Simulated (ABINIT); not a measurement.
## Converging GW for MoS2 (P6_3/mmc) in ABINIT

What does each rung of G0W0 on MoS2 (P6_3/mmc) cost, and what does it buy?

Program: ABINIT 10.8.3. Level of theory: PBE and many-body steps on it, plane waves. Results are calculated unless marked as measured.

The database entry behind the starting cell differs from later determinations by our own check (about 0.3 % long), so it need not match the best structure at ambient conditions.

## Step 1: Starting point

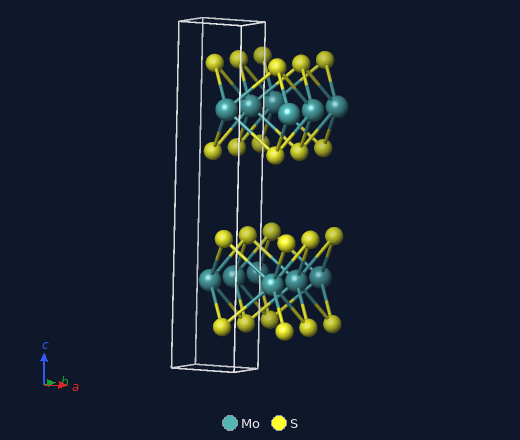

Start, viewed slightly off an axis; molybdenum teal, sulfur yellow. 2×3×1 cells are drawn.

The cell and positions come from the Crystallography Open Database and are kept as given unless a step says otherwise.

## Step 2: Empty states on the mesh, 3×3×1 mesh, 685 bands

This step: ABINIT 10.8.3; DFT, PBE, plane waves, norm-conserving pseudopotentials.

The sums over transitions need many empty states on a uniform mesh; this step solves for them.

The input, run.abi:

```
acell 3*1.0 Angstrom
rprim 
  3.169000000004 -0.000000000001 0.000000000000
  -1.584500000001 2.744434504597 0.000000000000
  0.000000000000 0.000000000000 12.324000000000
ntypat 2
znucl 42 16
natom 6
typat 1 1 2 2 2 2
xred 
  0.333333333333 0.666666666667 0.250000000000
  0.666666666667 0.333333333333 0.750000000000
  0.333333333333 0.666666666667 0.623000000000
  0.666666666667 0.333333333333 0.123000000000
  0.333333333333 0.666666666667 0.877000000000
  0.666666666667 0.333333333333 0.377000000000
pp_dirpath "pseudos"
pseudos "Mo.upf, S.upf"
ecut 36
ngkpt 3 3 1
nshiftk 1
shiftk 0 0 0
kptopt 1
chksymbreak 0
iscf -2
irdden 1
istwfk *1
nband 685
nbdbuf 62
tolwfr 1e-09
nstep 60
prtvol 0
indata_prefix "in"
outdata_prefix "out"
tmpdata_prefix "tmp"
```

Run with:

```
$ OMP_NUM_THREADS=1 mpirun -n 3 abinit run.abi > log
```

Numbers of over 12 decimals in the logs are rounded to 6 here.

Output:

```text
.Version 10.8.3 of ABINIT. v10.8.2 released Aug 2026.

 Symmetries : space group P6_3/m m c (#194); Bravais hP (primitive hexag.)
[... echo of the input left out ...]
== DATASET  1 ==================================================================
-   mpi_nproc: 3, omp_nthreads: 1 (-1 if OMP is not activated)

--- !DatasetInfo
iteration_state: {dtset: 1, }
dimensions: {natom: 6, nkpt: 3, mband: 685, nsppol: 1, nspinor: 1, nspden: 1, mpw: 7476, }
cutoff_energies: {ecut:  36.0, pawecutdg:  -1.0, }
[...]
6.70881    6.70938    6.72472    6.73165    6.73179    6.73282    6.74516    6.74581
   6.74635    6.74780    6.75507    6.76170    6.77300    6.77404    6.77618    6.79150
   6.79578    6.80465    6.81647    6.82332    6.83663
 prteigrs : prtvol=0 or 1, do not print more k-points.

== END DATASET(S) ==============================================================
================================================================================

 -outvars: echo values of variables after computation  --------
            nband         685
             nkpt           3
          spgroup         194
 [... the other variables as echoed above ...]

 Calculation completed.
```

The job ended after 7.4 min (3 MPI ranks of Arm Neoverse V2, shared host; peak memory 0.65 GiB).

This step gave:

* gap: 1.052 eV
* k of the valence top: 0, 0, 0
* k of the conduction bottom: 0.3333, 0.3333, 0
* least direct gap: 1.654 eV
* k points computed: 3
* lowest point of the top converged band, above the valence top: 165.6632 eV

On this mesh the gap is 1.052 eV.

The density comes from a self-consistent run that is not shown.

## Step 3: Screening, 3×3×1 mesh, 144 bands, screening to 127.6 eV

The RPA dielectric matrix is built and inverted for each q.

This step: RPA screening on PBE, plane waves, norm-conserving pseudopotentials.

run.abi, as its differences from that of step 2:

```diff
@@ -24,10 +24,11 @@
 chksymbreak 0
-iscf -2
-irdden 1
 istwfk *1
-nband 685
-nbdbuf 62
-tolwfr 1e-09
-nstep 60
-prtvol 0
+occopt 1
+irdwfk 1
+optdriver 3
+nband 144
+ecuteps 4.69
+inclvkb 2
+awtr 1
+symchi 1
 indata_prefix "in"
```

Run with:

```
$ OMP_NUM_THREADS=1 mpirun -n 4 abinit run.abi > log
```

Output:

```text
.Version 10.8.3 of ABINIT. v10.8.2 released Aug 2026.

 Symmetries : space group P6_3/m m c (#194); Bravais hP (primitive hexag.)
[... echo of the input left out ...]
== DATASET  1 ==================================================================
-   mpi_nproc: 4, omp_nthreads: 1 (-1 if OMP is not activated)

--- !DatasetInfo
iteration_state: {dtset: 1, }
dimensions: {natom: 6, nkpt: 3, mband: 144, nsppol: 1, nspinor: 1, nspden: 1, mpw: 7476, }
cutoff_energies: {ecut:  36.0, pawecutdg:  -1.0, }
electrons: {nelect:   5.20000000E+01, charge:   0.00000000E+00, occopt:   1.00000000E+00, tsmear:   1.00000000E-02, }

 SCREENING: Calculation of the susceptibility and dielectric matrices

 Based on a program developped by R.W. Godby, V. Olevano, G. Onida, and L. Reining.
 Incorporated in ABINIT by V. Olevano, G.-M. Rignanese, and M. Torrent.
.Using double precision arithmetic ; gwpc =  8

[... cell and pseudopotentials left out ...]
--------------------------------------------------------------------------------

 ==== K-mesh for the wavefunctions ====
 Number of points in the irreducible wedge :     3
[... list of points left out ...]
 Together with 24 symmetry operations and time-reversal symmetry
 yields     9 points in the full Brillouin Zone.

 ==== Q-mesh for the screening function ====
 Number of points in the irreducible wedge :     3
[... list of points left out ...]
 Together with 24 symmetry operations and time-reversal symmetry
 yields     9 points in the full Brillouin Zone.

 setmesh: FFT mesh size selected  =    20x   20x   90
          total number of points  =        36000

 vcoul_init : cutoff-mode = AUXILIARY_FUNCTION
 q-points for optical limit:   1
     1)      0.000010    0.000020    0.000030

- screening: taking advantage of time-reversal symmetry
- Maximum band index for partially occupied states nbvw = 26
- Remaining bands to be divided among processors   nbcw = 118
- Number of bands treated by each node ~29

 Number of electrons calculated from density =   52.0000; Expected =   52.0000
 average of density, n =  0.071892
 r_s =    1.4919
 omega_plasma =   25.8640 [eV]

 calculating chi0 at frequencies [eV] :
  1    0.000000E+00    0.000000E+00
  2    0.000000E+00    2.586399E+01

--------------------------------------------------------------------------------
  q-point number  1        q = ( 0.000000, 0.000000, 0.000000) [r.l.u.]
--------------------------------------------------------------------------------
[... chi0 elements left out ...]
 For q-point:  0.000010 0.000020 0.000030
  dielectric constant =  17.3128
  dielectric constant without local fields =  19.5430

  Average fulfillment of the sum rule on Im[epsilon] for q-point    1 :     75.58  [%]
[... wings left out ...]
  q-point number  2        q = ( 0.333333, 0.000000, 0.000000) [r.l.u.]
--------------------------------------------------------------------------------
[... chi0 elements left out ...]
  Average fulfillment of the sum rule on Im[epsilon] for q-point    2 :     72.12  [%]

 [... 1 further q-points ...]
```

The job ended after 23 s (4 MPI ranks; peak memory 0.92 GiB; 93 s of CPU time).

Numbers from this step:

```
ε∞ with local fields, on this mesh, along the program's q direction : 17.31
the same without local fields                                       : 19.54
plasma frequency                                                    : 25.86 eV
plane waves in the screening matrix                                 : 329
```

Local fields lower ε∞ by 11 %. On a Γ-centred mesh this coarse the value itself is usually too large, while a short band sum pulls it down.

## Step 4: 144 bands, 127.6 eV

The self-energy is evaluated for the states that the input lists, and the levels follow from it, in one-shot runs by the linearised quasiparticle equation.

This step: G0W0 on PBE, plane waves, norm-conserving pseudopotentials.

run.abi, as its differences from that of step 3:

```diff
@@ -27,8 +27,17 @@
 irdwfk 1
-optdriver 3
+optdriver 4
 nband 144
+gwcalctyp 0
+ecutsigx 36
+symsigma 1
+nkptgw 2
+kptgw 
+  0.0000000000 0.0000000000 0.0000000000
+  0.3333333333 0.3333333333 0.0000000000
+bdgw 
+  25 28
+  25 28
 ecuteps 4.69
-inclvkb 2
-awtr 1
-symchi 1
+irdscr 1
+ppmodel 1
 indata_prefix "in"
```

Output:

```text
.Version 10.8.3 of ABINIT. v10.8.2 released Aug 2026.

 Symmetries : space group P6_3/m m c (#194); Bravais hP (primitive hexag.)
[... echo of the input left out ...]
== DATASET  1 ==================================================================
-   mpi_nproc: 4, omp_nthreads: 1 (-1 if OMP is not activated)

--- !DatasetInfo
iteration_state: {dtset: 1, }
dimensions: {natom: 6, nkpt: 3, mband: 144, nsppol: 1, nspinor: 1, nspden: 1, mpw: 7476, }
cutoff_energies: {ecut:  36.0, pawecutdg:  -1.0, }
electrons: {nelect:   5.20000000E+01, charge:   0.00000000E+00, occopt:   1.00000000E+00, tsmear:   1.00000000E-02, }

 SIGMA: Calculation of the GW corrections

 Based on a program developped by R.W. Godby, V. Olevano, G. Onida, and L. Reining.
 Incorporated in ABINIT by V. Olevano, G.-M. Rignanese, and M. Torrent.
.Using double precision arithmetic ; gwpc =  8

[... cell and pseudopotentials left out ...]
--------------------------------------------------------------------------------

 ==== K-mesh for the wavefunctions ====
 Number of points in the irreducible wedge :     3
[... list of points left out ...]
 Together with 24 symmetry operations and time-reversal symmetry
 yields     9 points in the full Brillouin Zone.

 ==== Q-mesh for screening function ====
 Number of points in the irreducible wedge :     3
[... list of points left out ...]
 Together with 24 symmetry operations and time-reversal symmetry
 yields     9 points in the full Brillouin Zone.

 vcoul_init : cutoff-mode = AUXILIARY_FUNCTION
 q-points for optical limit:   1
     1)      0.000010    0.000020    0.000030
 setmesh: FFT mesh size selected  =    32x   32x  128
          total number of points  =       131072

 Number of electrons calculated from density =   52.0000; Expected =   52.0000
 average of density, n =  0.071892
 r_s =    1.4919
 omega_plasma =   25.8640 [eV]

 === KS Band Gaps ===
  >>>> For spin  1
   Minimum direct gap =   1.6539 [eV], located at k-point      :   0.3333  0.3333  0.0000
   Fundamental gap    =   1.0518 [eV], Top of valence bands at :   0.0000  0.0000  0.0000
                                       Bottom of conduction at :   0.3333  0.3333  0.0000
 SIGMA fundamental parameters:
 PLASMON POLE MODEL  1
 number of plane-waves for SigmaX                 7437
 number of plane-waves for SigmaC and W            329
 number of plane-waves for wavefunctions          7437
 number of bands                                   144
 number of independent spin polarizations            1
 number of spinorial components                      1
 number of k-points in IBZ                           3
 number of q-points in IBZ                           3
 number of symmetry operations                      24
 number of k-points in BZ                            9
 number of q-points in BZ                            9
 number of frequencies for dSigma/dE                 9
 frequency step for dSigma/dE [eV]                0.25
 number of omega for Sigma on real axis              0
 max omega for Sigma on real axis  [eV]           0.00
 zcut for avoiding poles [eV]                     0.10

 EPSILON^-1 parameters (SCR file):
 dimension of the eps^-1 matrix on file            329
 dimension of the eps^-1 matrix used               329
 number of plane-waves for wavefunctions          7437
 number of bands                                   144
 number of q-points in IBZ                           3
 number of frequencies                               2
 number of real frequencies                          1
 number of imag frequencies                          1

 matrix elements of self-energy operator (all in [eV])

 Perturbative Calculation

--- !SelfEnergy_ee
iteration_state: {dtset: 1, }
kpoint     : [   0.000,    0.000,    0.000, ]
spin       : 1
KS_gap     :    2.100
QP_gap     :    2.557
Delta_QP_KS:    0.457
data: !SigmaeeData |
     Band     E0 <VxcDFT>   SigX SigC(E0)      Z dSigC/dE  Sig(E)    E-E0       E
       25   7.290 -15.395 -16.765   1.547   0.775  -0.290 -15.258   0.138   7.428
       26   8.434 -16.370 -17.413   1.328   0.772  -0.295 -16.150   0.220   8.655
       27  10.534 -15.683 -10.950  -3.860   0.776  -0.288 -15.006   0.677  11.211
       28  10.534 -15.683 -10.950  -3.860   0.776  -0.288 -15.006   0.677  11.211

--- !SelfEnergy_ee
iteration_state: {dtset: 1, }
kpoint     : [   0.333,    0.333,    0.000, ]
spin       : 1
KS_gap     :    1.654
QP_gap     :    2.302
Delta_QP_KS:    0.648
data: !SigmaeeData |
     Band     E0 <VxcDFT>   SigX SigC(E0)      Z dSigC/dE  Sig(E)    E-E0       E
       25   7.670 -16.196 -17.477   1.559   0.774  -0.291 -15.981   0.215   7.886
       26   7.832 -16.549 -17.783   1.553   0.773  -0.293 -16.302   0.247   8.079
       27   9.486 -17.601 -12.714  -3.728   0.771  -0.297 -16.707   0.894  10.380
       28   9.486 -17.601 -12.714  -3.728   0.771  -0.297 -16.707   0.894  10.380

== END DATASET(S) ==============================================================
================================================================================

 -outvars: echo values of variables after computation  --------
           etotal      0.0000000000E+00
            nband         144
             nkpt           3
          spgroup         194
 [... the other variables as echoed above ...]

 Calculation completed.
```

Run time: 8.6 s. Hardware: 4 MPI ranks; peak memory 0.82 GiB; 34 s of CPU time.

This step gave:

```
G0W0 gap on the points computed              : 1.725 eV
starting gap on the mesh                     : 1.052 eV
k of the valence top                         : 0, 0, 0
k of the conduction bottom                   : 0.3333, 0.3333, 0
Z at the valence top                         : 0.772
Z at the conduction bottom                   : 0.771
least direct G0W0 gap on the computed points : 2.301 eV
```

The gap on the mesh goes from 1.05 eV to 1.73 eV, a correction of +0.67 eV.

## Step 5: Screening, 3×3×1 mesh, 206 bands, screening to 169 eV

This step: RPA screening on PBE, plane waves, norm-conserving pseudopotentials.

run.abi, as its differences from that of step 4:

```diff
@@ -27,17 +27,8 @@
 irdwfk 1
-optdriver 4
-nband 144
-gwcalctyp 0
-ecutsigx 36
-symsigma 1
-nkptgw 2
-kptgw 
-  0.0000000000 0.0000000000 0.0000000000
-  0.3333333333 0.3333333333 0.0000000000
-bdgw 
-  25 28
-  25 28
-ecuteps 4.69
-irdscr 1
-ppmodel 1
+optdriver 3
+nband 206
+ecuteps 6.21
+inclvkb 2
+awtr 1
+symchi 1
 indata_prefix "in"
```

Output:

```text
.Version 10.8.3 of ABINIT. v10.8.2 released Aug 2026.

 Symmetries : space group P6_3/m m c (#194); Bravais hP (primitive hexag.)
[... echo of the input left out ...]
== DATASET  1 ==================================================================
-   mpi_nproc: 4, omp_nthreads: 1 (-1 if OMP is not activated)

--- !DatasetInfo
iteration_state: {dtset: 1, }
dimensions: {natom: 6, nkpt: 3, mband: 206, nsppol: 1, nspinor: 1, nspden: 1, mpw: 7476, }
cutoff_energies: {ecut:  36.0, pawecutdg:  -1.0, }
electrons: {nelect:   5.20000000E+01, charge:   0.00000000E+00, occopt:   1.00000000E+00, tsmear:   1.00000000E-02, }

 SCREENING: Calculation of the susceptibility and dielectric matrices

 Based on a program developped by R.W. Godby, V. Olevano, G. Onida, and L. Reining.
 Incorporated in ABINIT by V. Olevano, G.-M. Rignanese, and M. Torrent.
.Using double precision arithmetic ; gwpc =  8

[... cell and pseudopotentials left out ...]
--------------------------------------------------------------------------------

 ==== K-mesh for the wavefunctions ====
 Number of points in the irreducible wedge :     3
[... list of points left out ...]
 Together with 24 symmetry operations and time-reversal symmetry
 yields     9 points in the full Brillouin Zone.

 ==== Q-mesh for the screening function ====
 Number of points in the irreducible wedge :     3
[... list of points left out ...]
 Together with 24 symmetry operations and time-reversal symmetry
 yields     9 points in the full Brillouin Zone.

 setmesh: FFT mesh size selected  =    20x   20x   90
          total number of points  =        36000

 vcoul_init : cutoff-mode = AUXILIARY_FUNCTION
 q-points for optical limit:   1
     1)      0.000010    0.000020    0.000030

- screening: taking advantage of time-reversal symmetry
- Maximum band index for partially occupied states nbvw = 26
- Remaining bands to be divided among processors   nbcw = 180
- Number of bands treated by each node ~45

 Number of electrons calculated from density =   52.0000; Expected =   52.0000
 average of density, n =  0.071892
 r_s =    1.4919
 omega_plasma =   25.8640 [eV]

 calculating chi0 at frequencies [eV] :
  1    0.000000E+00    0.000000E+00
  2    0.000000E+00    2.586399E+01

--------------------------------------------------------------------------------
  q-point number  1        q = ( 0.000000, 0.000000, 0.000000) [r.l.u.]
--------------------------------------------------------------------------------
[... chi0 elements left out ...]
 For q-point:  0.000010 0.000020 0.000030
  dielectric constant =  17.2200
  dielectric constant without local fields =  19.5469

  Average fulfillment of the sum rule on Im[epsilon] for q-point    1 :     81.21  [%]
[... wings left out ...]
  q-point number  2        q = ( 0.333333, 0.000000, 0.000000) [r.l.u.]
--------------------------------------------------------------------------------
[... chi0 elements left out ...]
  Average fulfillment of the sum rule on Im[epsilon] for q-point    2 :     78.57  [%]

 [... 1 further q-points ...]
```

Elapsed: 40 s, on 4 MPI ranks; peak memory 1.1 GiB.

This step gave:

```yaml
eps_infinity_with_local_fields_on_this_mesh_along_the_program_s_q_direction: 17.22
the_same_without_local_fields: 19.55
plasma_frequency: 25.86 eV
plane_waves_in_the_screening_matrix: 549
```

[end of part 1 of 2]

[Paths, hosts, dates, memory and timing lines, banners, echoed tables and standing remarks are left out of the program output.]

[Logs are printed without paths, hosts, clocks, repeated set-up lines and the standing remarks that a program may print on its own settings, such as how far it seeks lower states.]

[Runs of the session that timed out or met a known fault of the program may be left out.]

[Hosts, paths, dates, database ids (printed as entryN), source tags and the programs' standing remarks are cut or masked in the printed files.]

[G0W0 gaps are taken among the corrected bands and points alone; a level outside them can change the order at an edge.]

[Where Ansatz stands beside ABINIT at settings called matched, ABINIT's density can come from a denser mesh and the files from another edition; pairs whose starting gaps differed by over 0.03 eV were left out, so agreement reads better than it is.]
